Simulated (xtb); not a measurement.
**Energy and gradient calculation, with input and output: B2SiNH7**

- system: B2SiNH7
- method: GFN-FF (xtb 6.7.1)

The geometry comes from this level: GFN2-xTB.

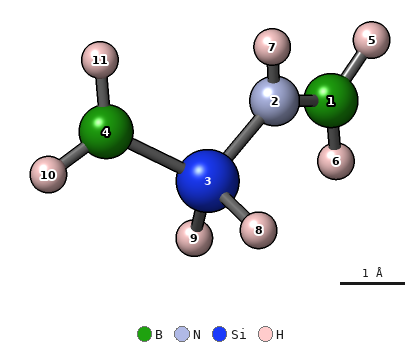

The structure (ball-and-stick view, seen at a tilt; atoms are numbered from 1 in the order of the input). Bond lengths as drawn: B–H 1.17 Å, B–N 1.39 Å, B–Si 1.96 Å, H–N 1.01 Å, H–Si 1.47 to 1.48 Å and N–Si 1.76 Å.

Input file (input.xyz)
```
11

B      0.23699000    -0.71174000     2.04031000
N      0.29758000    -0.61190000     0.65310000
Si     0.11642000     0.77870000    -0.40846000
B     -0.64063000     0.23084000    -2.12934000
H      0.41767000    -1.74874000     2.56002000
H     -0.00449000     0.25114000     2.65994000
H      0.50112000    -1.47099000     0.16106000
H      1.46881000     1.37573000    -0.54322000
H     -0.66283000     1.75515000     0.36963000
H     -1.03133000     1.03526000    -2.88087000
H     -0.69930000    -0.88346000    -2.48219000
```

Hardware: 1 thread of Intel Xeon @ 2.50GHz (Skylake/Cascade Lake), 16 GiB of memory available, shared host.

Command:
```bash
xtb input.xyz --chrg 0 --gff --grad > out.txt
```

Log
```
* xtb version 6.7.1
   ID    Z sym.   atoms
    1    5 B      1, 4
    2    7 N      2
    3   14 Si     3
    4    1 H      5-11

           -------------------------------------------------
          |                Calculation Setup                |
           -------------------------------------------------

          program call               : xtb input.xyz --chrg 0 --gff --grad
          coordinate file            : input.xyz
          omp threads                :                     1

          ==================== Thresholds ====================
          CN  :   150.00000
          rep :   500.00000
          disp:  2500.00000
          HB1 :   250.00000
          HB2 :   450.00000

          Pauling EN used:
          Z : 1  EN :  2.20
          Z : 5  EN :  2.04
          Z : 7  EN :  3.04
          Z :14  EN :  1.90
          electric field strengths (au): 0.000

           -------------------------------------------------
          |           Force Field Initialization            |
           -------------------------------------------------

          distances ...
          ----------------------------------------
          generating topology and atomic info file ...
          pair mat ...
          computing topology distances matrix with Floyd-Warshall algo ...
          making topology EEQ charges ...
          #fragments for EEQ constrain: 1
          ----------------------------------------
          generating topology and atomic info file ...
          pair mat ...
          computing topology distances matrix with Floyd-Warshall algo ...
          making topology EEQ charges ...
          #fragments for EEQ constrain: 1
          rings ...
          # BATM   52
          # H in HB   7

  atom   neighbors  erfCN metchar sp-hybrid imet pi  qest     coordinates
    1  B       3    2.78   0.03         2    0    1   0.009    0.447846   -1.344994    3.855627
    2  N       3    2.79   0.00         3    0    1  -0.258    0.562345   -1.156323    1.234180
    3  Si      4    3.47   0.04         3    0    0   0.138    0.220002    1.471530   -0.771878
    4  B       3    2.74   0.03         2    0    0  -0.105   -1.210615    0.436224   -4.023869
    5  H       1    0.96   0.01         0    0    0   0.023    0.789282   -3.304640    4.837737
    6  H       1    0.96   0.01         0    0    0   0.023   -0.008485    0.474586    5.026558
    7  H       1    0.98   0.00         0    0    0   0.105    0.946980   -2.779768    0.304359
    8  H       1    0.95   0.01         0    0    0  -0.007    2.775649    2.599753   -1.026537
    9  H       1    0.96   0.01         0    0    0  -0.007   -1.252567    3.316753    0.698499
   10  H       1    0.96   0.01         0    0    0   0.039   -1.948931    1.956358   -5.444055
   11  H       1    0.96   0.01         0    0    0   0.039   -1.321485   -1.669497   -4.690659

          #atoms :   11
          #bonds :   10
          #angl  :   15
          #tors  :   18
          #nmol  :   1
          #optfrag :   1
           -------------------------------------------------
          |                   G F N - F F                   |
          |          A general generic force-field          |
          |                  Version 1.0.3                  |
           -------------------------------------------------
          Number of HB bonds (bound hydrogen)     42
          Number of HB bonds (unbound hydrogen)   0
          Number of XB bonds                      0

 E+G (total)                   0 d,  0 h,  0 min,  0.000 sec
 distance/D3 list               ...        0 min,  0.000 sec (  0.828%)
 non bonded repulsion           ...        0 min,  0.000 sec ( 15.215%)
 dCN                            ...        0 min,  0.000 sec (  6.775%)
 EEQ energy and q               ...        0 min,  0.000 sec (  9.424%)
 D3                             ...        0 min,  0.000 sec ( 11.375%)
 EEQ gradient                   ...        0 min,  0.000 sec (  2.496%)
 bonds                          ...        0 min,  0.000 sec ( 13.483%)
 bend and torsion               ...        0 min,  0.000 sec ( 15.624%)
 bonded ATM                     ...        0 min,  0.000 sec (  7.837%)
 HB/XB (incl list setup)        ...        0 min,  0.000 sec ( 10.515%)

         :::::::::::::::::::::::::::::::::::::::::::::::::::::
         ::                     SUMMARY                     ::
         :::::::::::::::::::::::::::::::::::::::::::::::::::::
         :: total energy              -1.215559366612 Eh    ::
         :: gradient norm              0.035952121559 Eh/a0 ::
         ::.................................................::
         :: bond energy               -1.242309305273 Eh    ::
         :: angle energy               0.008638904890 Eh    ::
         :: torsion energy             0.000104916754 Eh    ::
         :: repulsion energy           0.040651109173 Eh    ::
         :: electrostat energy        -0.018308469744 Eh    ::
         :: dispersion energy         -0.004404283322 Eh    ::
         :: HB energy                  0.000000000000 Eh    ::
         :: XB energy                  0.000000000000 Eh    ::
         :: bonded atm energy          0.000067760910 Eh    ::
         :: external energy            0.000000000000 Eh    ::
         :: add. restraining           0.000000000000 Eh    ::
         :: total charge               0.000000000000 e     ::
         :::::::::::::::::::::::::::::::::::::::::::::::::::::

           -------------------------------------------------
          |                Property Printout                |
           -------------------------------------------------

molecular dipole:
                 x           y           z       tot (Debye)
 q only:        0.006       0.048      -0.091       0.262

           -------------------------------------------------
          | TOTAL ENERGY               -1.215559366612 Eh   |
          | GRADIENT NORM               0.035952121559 Eh/α |
           -------------------------------------------------
########################################################################
[WARNING] Runtime exception occurred
-1- gfnff_setup: Could not read topology file.
########################################################################

------------------------------------------------------------------------
------------------------------------------------------------------------
 total:
 *  cpu-time:     0 d,  0 h,  0 min,  0.005 sec
 * ratio c/w:     0.999 speedup
 SCF:
 *  cpu-time:     0 d,  0 h,  0 min,  0.001 sec
 * ratio c/w:     0.999 speedup
```

Standard error
```
normal termination of xtb
```

Key numbers

| quantity | value |
| --- | --- |
| outcome | converged |
| total energy | −1.215559 hartree |
| dispersion energy | −0.004404 hartree |
| largest force | 1.309 eV/Å |
| dipole moment | 0.26 D |
| peak memory | 0.07 GiB |
